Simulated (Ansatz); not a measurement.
# linear Na chain under tension and compression, part 2 of 3

Does stretching change the magnetism or the channel count of the linear Na chain?

Ansatz 0.2.0; DFT PBE, plane waves, PAW; relaxation of a chain's period (the session's first sound run).

So far. Step 2 (The relaxed wire): The cell's length comes to 3.316 Å with no moment.

## Step 3: The chain at a fixed length, period over the relaxed period 0.88, k-mesh 1×1×28

This step: DFT PBE, plane waves, PAW; channels and complex bands of a perfect chain (Ansatz 0.2.0).

The period is set to 0.88 times the relaxed one: shorter bonds widen the bands.

The cell differs from the one that the last finished run ended in (c 3.316 → 2.918 Å).

Input file input.yaml:

```yaml
crystal:
  lattice:
    - [12.0, 0.0, 0.0]
    - [0.0, 12.0, 0.0]
    - [0.0, 0.0, 2.9179200652]
  atoms:
    - { symbol: Na, position: [0.5, 0.5, 0.0], spin: 0.5 }
magnetization:
  spin_polarized: true
kpoints:
  mp_grid: { grid: [1, 1, 28] }
scf:
  occupations: { method: fermi_dirac, width: 0.05 }
hamiltonian:
  xc: pbe
output:
  transmission:
    e_range: [-2, 2]
    de: 0.035
    kmesh: [1, 1]
    reduced_basis: true
    leads: [[0, 0]]
  stress: true
```

On the command line:

```sh
ansatz run input.yaml --threads 4 --pin off --max-ram 16384MiB --backend cpu --events-out ev --progress --plain --runs-dir out
```

Numbers of over 12 decimals in the logs are rounded to 6 here.

Log:

```text
[...]
Crystal: 1 atoms, lattice volume = 420.180 Å³
Basis set: ecut = 420 eV, 8161 PW (Γ)
Bands: 9, of which v1, the nominal top of the filled ones, is band 5 counted from 1 (4 counted from 0)
Symmetry: 16 space group operations
[...]
k-points: 15 of 28
[...]
Starting moments: Σ|m| = 0.5 μB on 1 of 1 site
[...]
SCF iter  13: F=-1485.756486 eV  HF=-1485.756486 eV  |F-HF|=2.27e-11  |Δ(HF+E_count)|=   1.05e-9  Δρ=2.13e-8 (↑2.01e-8 ↓2.13e-8)  dr2=1.94e-14  dr2_m=1.64e-12  M=-0.000 μB ∫|m|=0.000 μB  ethr=1.18e-12  ⟨swp⟩=3.4  Hψ=776  notcnv=0
SCF 1 converged in 13 iterations: F = -1485.756486 eV  dr2 = 1.94e-14
[...]
transmission: 8 of 48 steps passed
transmission: 12 of 48 steps passed
[...]
transmission: 48 of 48 steps passed
SCF converged after 13 iterations
Magnetization: -0.0000 μB (4.5000 up, 4.5000 down)
Absolute magnetization: 0.0000 μB (∫|ρ↑−ρ↓|, with the PAW one-centre terms)
[...]
Per-site moments (μB) at R_I (Å): [(-1.0640933616050744e-6, 1.203642026895)]
Free energy (F): -1485.756486 eV
[...]
Internal energy: -1485.751332 eV  (E = F + TS)
E sigma→0 (E₀):  -1485.753909 eV
Entropy (-TS):   -0.005154 eV (-5.154 meV/atom)
Fermi energy:    -2.508123 eV
[...]
--- Stress (GPa, compression-positive) ---
       -0.003236       0.000000       0.000000
        0.000000      -0.003236       0.000000
        0.000000       0.000000       0.402244
  P = ⅓ Tr σ = 0.1319 GPa (1.319 kbar)
--- Band table (eV; the first three rows and the last of 30) ---
[...]
--- Transmission ---
  basis      : 1265 plane waves across, 4 finite elements along
  points     : 1, standing for a mesh of 1 x 1
  filling    : by the input's occupations and mesh, since the crystals that have channels conduct as metals do. If one of these is a semiconductor, that mesh has misplaced its level
  energies   : 115 from -2.000000 to 1.990000 eV about the Fermi level, 0.035000 eV apart; the leads are filled to 0.000000 eV, and channels, transmission and decay are at -0.005000 eV
  crystal 0  : Na1, at the sites [0, 0], period 2.9179 Å: whole cells are its period
    offset         : up to 0.0000 Å between an atom of the period and one for which it stands
    filled         : 0.1 meV under the level at which it is neutral
    channels       : 1.000000e0 up, 1.000000e0 down
    conductance    : 5.3806e13 S/m² at 300 K; may be off by some 0.0 % by where its bands' edges are placed, 0.0 % from the distance to neutral
```

It took 45 s on 4 threads of Intel Xeon Platinum 8488C (Sapphire Rapids), shared host; peak memory 0.97 GiB; 2.5 min of CPU time.

This step gave:

| Item | Value |
| --- | --- |
| energy at zero smearing | -1485.7539 eV |
| channels at the energy nearest the Fermi level, spin up | 1 |
| channels at the energy nearest the Fermi level, spin down | 1 |
| conductance of the lead as this run defines it | 1.0000 G₀ |
| band gap | 0 eV |

The open channels of the lead by energy, zero at the Fermi level:

| energy (eV) | spin up | spin down |
| --- | --- | --- |
| -1.510 | 0 | 0 |
| -0.985 | 1 | 1 |
| -0.495 | 1 | 1 |
| -0.005 | 1 | 1 |
| 0.485 | 1 | 1 |
| 1.010 | 1 | 1 |
| 1.500 | 3 | 3 |

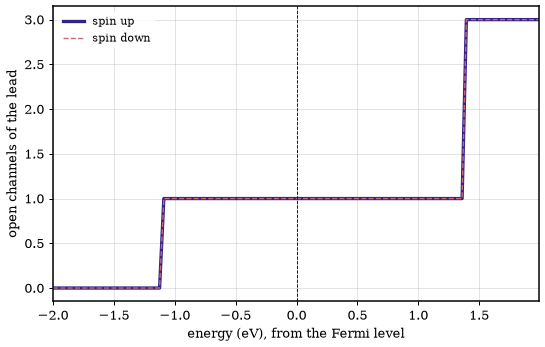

Open channels of the lead against energy.

At the computed energy nearest the Fermi level there are 1 spin-up and 1 spin-down channels, and the thermal average gives 1.000 G₀.

## Step 4: At a set period, period over the relaxed period 0.92, k-mesh 1×1×27

The period is set to 0.92 times the relaxed one: shorter bonds widen the bands.

The cell differs from the one that the last finished run ended in (c 2.918 → 3.051 Å).

input.yaml, as its differences from that of step 3:

```diff
@@ -4,3 +4,3 @@
     - [0.0, 12.0, 0.0]
-    - [0.0, 0.0, 2.9179200652]
+    - [0.0, 0.0, 3.0505527955]
   atoms:
@@ -10,3 +10,3 @@
 kpoints:
-  mp_grid: { grid: [1, 1, 28] }
+  mp_grid: { grid: [1, 1, 27] }
 scf:
```

Log:

```text
[...]
Crystal: 1 atoms, lattice volume = 439.280 Å³
Basis set: ecut = 420 eV, 8579 PW (Γ)
Bands: 9, of which v1, the nominal top of the filled ones, is band 5 counted from 1 (4 counted from 0)
Symmetry: 16 space group operations
[...]
k-points: 14 of 27
[...]
Starting moments: Σ|m| = 0.5 μB on 1 of 1 site
[...]
--- Transmission ---
  basis      : 1265 plane waves across, 4 finite elements along
  points     : 1, standing for a mesh of 1 x 1
[...]
crystal 0  : Na1, at the sites [0, 0], period 3.0506 Å: whole cells are its period
[...]
filled         : 23.0 meV over the level at which it is neutral
    channels       : 1.000000e0 up, 1.000000e0 down
[...]
[key lines of the parts left out:]
SCF converged after 12 iterations
Magnetization: -0.0000 μB (4.5000 up, 4.5000 down)
Free energy (F): -1485.794665 eV
Fermi energy:    -2.522869 eV
P = ⅓ Tr σ = 0.0776 GPa (0.776 kbar)
```

It took 51 s on 4 threads; peak memory 0.98 GiB.

At the computed energy nearest the Fermi level there are 1 spin-up and 1 spin-down channels, and the thermal average gives 1.000 G₀.

## Step 5: The chain at a fixed length, period over the relaxed period 0.96, k-mesh 1×1×26

The period is set to 0.96 times the relaxed one: shorter bonds widen the bands.

The cell differs from the one that the last finished run ended in (c 3.051 → 3.183 Å).

input.yaml, as its differences from that of step 4:

```diff
@@ -4,3 +4,3 @@
     - [0.0, 12.0, 0.0]
-    - [0.0, 0.0, 3.0505527955]
+    - [0.0, 0.0, 3.1831855257]
   atoms:
@@ -10,3 +10,3 @@
 kpoints:
-  mp_grid: { grid: [1, 1, 27] }
+  mp_grid: { grid: [1, 1, 26] }
 scf:
```

Log:

```text
[...]
Crystal: 1 atoms, lattice volume = 458.379 Å³
Basis set: ecut = 420 eV, 8987 PW (Γ)
Bands: 9, of which v1, the nominal top of the filled ones, is band 5 counted from 1 (4 counted from 0)
Symmetry: 16 space group operations
[...]
k-points: 14 of 26
[...]
Starting moments: Σ|m| = 0.5 μB on 1 of 1 site
[...]
--- Transmission ---
  basis      : 1265 plane waves across, 4 finite elements along
  points     : 1, standing for a mesh of 1 x 1
[...]
crystal 0  : Na1, at the sites [0, 0], period 3.1832 Å: whole cells are its period
[...]
filled         : 4.8 meV over the level at which it is neutral
    channels       : 1.000000e0 up, 1.000000e0 down
[...]
[key lines of the parts left out:]
SCF converged after 12 iterations
Magnetization: 0.0000 μB (4.5000 up, 4.5000 down)
Free energy (F): -1485.815898 eV
Fermi energy:    -2.569680 eV
P = ⅓ Tr σ = 0.0344 GPa (0.344 kbar)
```

Elapsed: 53 s, on 4 threads; peak memory 0.99 GiB; 3 min of CPU time.

At the computed energy nearest the Fermi level there are 1 spin-up and 1 spin-down channels, and the thermal average gives 1.000 G₀.

## Step 6: The chain at a fixed length, period over the relaxed period 1, k-mesh 1×1×25

The period is set to 1.0 times the relaxed one, as the point of reference.

input.yaml, as its differences from that of step 5:

```diff
@@ -4,3 +4,3 @@
     - [0.0, 12.0, 0.0]
-    - [0.0, 0.0, 3.1831855257]
+    - [0.0, 0.0, 3.3158182559]
   atoms:
@@ -10,3 +10,3 @@
 kpoints:
-  mp_grid: { grid: [1, 1, 26] }
+  mp_grid: { grid: [1, 1, 25] }
 scf:
```

Log:

```text
[...]
Crystal: 1 atoms, lattice volume = 477.478 Å³
Basis set: ecut = 420 eV, 9339 PW (Γ)
Bands: 9, of which v1, the nominal top of the filled ones, is band 5 counted from 1 (4 counted from 0)
Symmetry: 16 space group operations
[...]
k-points: 13 of 25
[...]
Starting moments: Σ|m| = 0.5 μB on 1 of 1 site
[...]
--- Transmission ---
  basis      : 1265 plane waves across, 5 finite elements along
  points     : 1, standing for a mesh of 1 x 1
[...]
crystal 0  : Na1, at the sites [0, 0], period 3.3158 Å: whole cells are its period
[...]
filled         : 14.8 meV under the level at which it is neutral
    channels       : 1.000000e0 up, 1.000000e0 down
[...]
[key lines of the parts left out:]
SCF converged after 13 iterations
Magnetization: -0.0000 μB (4.5000 up, 4.5000 down)
Free energy (F): -1485.822448 eV
Fermi energy:    -2.610345 eV
P = ⅓ Tr σ = 0.0014 GPa (0.014 kbar)
```

The job ended after 59 s (4 threads; peak memory 1 GiB).

The open channels of the lead by energy, zero at the Fermi level:

| energy (eV) | spin up | spin down |
| --- | --- | --- |
| -0.985 | 0 | 0 |
| -0.495 | 1 | 1 |
| -0.005 | 1 | 1 |
| 0.485 | 1 | 1 |
| 1.010 | 1 | 1 |
| 1.500 | 1 | 1 |

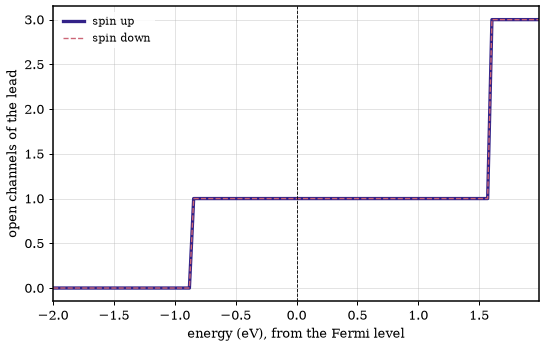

Open channels of the lead, plotted against energy.

At the computed energy nearest the Fermi level there are 1 spin-up and 1 spin-down channels, and the thermal average gives 1.000 G₀.

## Step 7: At a set period, period over the relaxed period 1.04, k-mesh 1×1×24

The period is set to 1.04 times the relaxed one: longer bonds narrow the bands.

The cell differs from the one that the last finished run ended in (c 3.316 → 3.448 Å).

input.yaml, as its differences from that of step 6:

```diff
@@ -4,3 +4,3 @@
     - [0.0, 12.0, 0.0]
-    - [0.0, 0.0, 3.3158182559]
+    - [0.0, 0.0, 3.4484509862]
   atoms:
@@ -10,3 +10,3 @@
 kpoints:
-  mp_grid: { grid: [1, 1, 25] }
+  mp_grid: { grid: [1, 1, 24] }
 scf:
```

Log:

```text
[...]
Crystal: 1 atoms, lattice volume = 496.577 Å³
Basis set: ecut = 420 eV, 9739 PW (Γ)
Bands: 9, of which v1, the nominal top of the filled ones, is band 5 counted from 1 (4 counted from 0)
Symmetry: 16 space group operations
[...]
k-points: 13 of 24
[...]
Starting moments: Σ|m| = 0.5 μB on 1 of 1 site
[...]
--- Transmission ---
  basis      : 1265 plane waves across, 5 finite elements along
  points     : 1, standing for a mesh of 1 x 1
[...]
crystal 0  : Na1, at the sites [0, 0], period 3.4485 Å: whole cells are its period
[...]
filled         : 0.2 meV over the level at which it is neutral
    channels       : 1.000000e0 up, 1.000000e0 down
[...]
[key lines of the parts left out:]
SCF converged after 14 iterations
Magnetization: -0.0000 μB (4.5000 up, 4.5000 down)
Free energy (F): -1485.818471 eV
Fermi energy:    -2.610312 eV
P = ⅓ Tr σ = -0.0244 GPa (-0.244 kbar)
```

Elapsed: 60 s, on 4 threads; peak memory 1 GiB; 3.1 min of CPU time.

At the computed energy nearest the Fermi level there are 1 spin-up and 1 spin-down channels, and the thermal average gives 1.000 G₀. The change of length costs 0.005 eV a cell and leaves no moment.

## Step 8: The chain at a fixed length, period over the relaxed period 1.08, k-mesh 1×1×23

The period is set to 1.08 times the relaxed one: longer bonds narrow the bands.

The cell differs from the one that the last finished run ended in (c 3.448 → 3.581 Å).

input.yaml, as its differences from that of step 7:

```diff
@@ -4,3 +4,3 @@
     - [0.0, 12.0, 0.0]
-    - [0.0, 0.0, 3.4484509862]
+    - [0.0, 0.0, 3.5810837164]
   atoms:
@@ -10,3 +10,3 @@
 kpoints:
-  mp_grid: { grid: [1, 1, 24] }
+  mp_grid: { grid: [1, 1, 23] }
 scf:
```

Log:

```text
[...]
Crystal: 1 atoms, lattice volume = 515.676 Å³
Basis set: ecut = 420 eV, 9995 PW (Γ)
Bands: 9, of which v1, the nominal top of the filled ones, is band 5 counted from 1 (4 counted from 0)
Symmetry: 16 space group operations
[...]
k-points: 12 of 23
[...]
Starting moments: Σ|m| = 0.5 μB on 1 of 1 site
[...]
--- Transmission ---
  basis      : 1265 plane waves across, 5 finite elements along
  points     : 1, standing for a mesh of 1 x 1
[...]
crystal 0  : Na1, at the sites [0, 0], period 3.5811 Å: whole cells are its period
[...]
filled         : 14.8 meV over the level at which it is neutral
    channels       : 1.000000e0 up, 1.000000e0 down
[...]
[key lines of the parts left out:]
SCF converged after 12 iterations
Magnetization: -0.0000 μB (4.5000 up, 4.5000 down)
Free energy (F): -1485.806975 eV
Fermi energy:    -2.605937 eV
P = ⅓ Tr σ = -0.0447 GPa (-0.447 kbar)
```

Run time: 56 s. Hardware: 4 threads; peak memory 1 GiB.

At the computed energy nearest the Fermi level there are 1 spin-up and 1 spin-down channels, and the thermal average gives 1.000 G₀. The change of length costs 0.016 eV a cell and leaves no moment.

## Step 9: At a set period, period over the relaxed period 1.13, k-mesh 1×1×22

The period is set to 1.13 times the relaxed one: longer bonds narrow the bands.

The cell differs from the one that the last finished run ended in (c 3.581 → 3.747 Å).

input.yaml, as its differences from that of step 8:

```diff
@@ -4,3 +4,3 @@
     - [0.0, 12.0, 0.0]
-    - [0.0, 0.0, 3.5810837164]
+    - [0.0, 0.0, 3.7468746292]
   atoms:
@@ -10,3 +10,3 @@
 kpoints:
-  mp_grid: { grid: [1, 1, 23] }
+  mp_grid: { grid: [1, 1, 22] }
 scf:
```

Log:

```text
[...]
Crystal: 1 atoms, lattice volume = 539.550 Å³
Basis set: ecut = 420 eV, 10533 PW (Γ)
Bands: 9, of which v1, the nominal top of the filled ones, is band 5 counted from 1 (4 counted from 0)
Symmetry: 16 space group operations
[...]
k-points: 12 of 22
[...]
Starting moments: Σ|m| = 0.5 μB on 1 of 1 site
[...]
--- Transmission ---
  basis      : 1265 plane waves across, 5 finite elements along
  points     : 1, standing for a mesh of 1 x 1
[...]
crystal 0  : Na1, at the sites [0, 0], period 3.7469 Å: whole cells are its period
[...]
filled         : 5.1 meV over the level at which it is neutral
    channels       : 1.000000e0 up, 1.000000e0 down
[...]
[key lines of the parts left out:]
SCF converged after 13 iterations
Magnetization: -0.0000 μB (4.5000 up, 4.5000 down)
Free energy (F): -1485.784168 eV
Fermi energy:    -2.623182 eV
P = ⅓ Tr σ = -0.0634 GPa (-0.634 kbar)
```

Wall time 55 s (4 threads); peak memory 1 GiB.

At the computed energy nearest the Fermi level there are 1 spin-up and 1 spin-down channels, and the thermal average gives 1.000 G₀. The change of length costs 0.038 eV a cell and leaves no moment.

(Continued in part 3 of 3.)

[Logs are printed without paths, hosts, clocks, repeated set-up lines and the standing remarks that a program may print on its own settings, such as how far it seeks lower states.]

[Hosts, paths, dates, database ids (printed as entryN), source tags and the programs' standing remarks are cut or masked in the printed files.]
